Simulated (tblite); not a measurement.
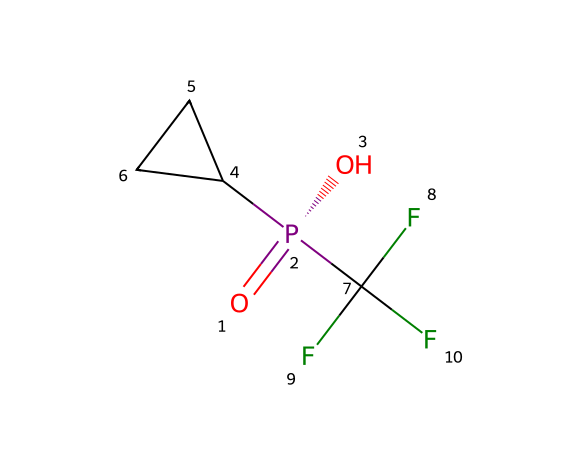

Skeletal drawing with numbered atoms; wedges and dashes mark any stereocentres. The configuration is that of a computed structure (GFN2-xTB).

> Give the R/S and E/Z labels.

P2: R.

> Write the isomeric SMILES.

O=[P@@](O)(C1CC1)C(F)(F)F
